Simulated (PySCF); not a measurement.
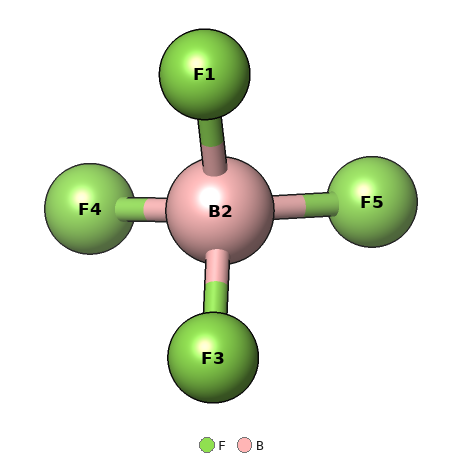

State: charge −1, singlet. The computed structure is the end point of a GFN2-xTB optimisation. No frequency run is at hand to confirm it as a minimum. Level of theory: B3LYP/pcJ-1 indirect spin-spin coupling, non-relativistic, gas phase (PySCF 2.14.0). Isotopes: 11B, 19F.

Give the spin–spin coupling constants of these pairs, with the number of bonds between them: F1/B2, B2/F3, F1/F4, F1/F5, F3/F5, F3/F4, F4/F5.

```csv
pair,bonds apart,J (Hz)
"F1, B2",1,−35.7
"B2, F3",1,−35.8
"F1, F4",2,31.3
"F1, F5",2,30.7
"F3, F5",2,30.2
"F3, F4",2,31.4
"F4, F5",2,31.4
```

Density functionals are unreliable for couplings to fluorine, so those rows may be far off.

The geometry is semi-empirical. Around B such bond lengths and angles can be off by a tenth of an ångström or more and by several degrees, and values that hang on the shape move with them.
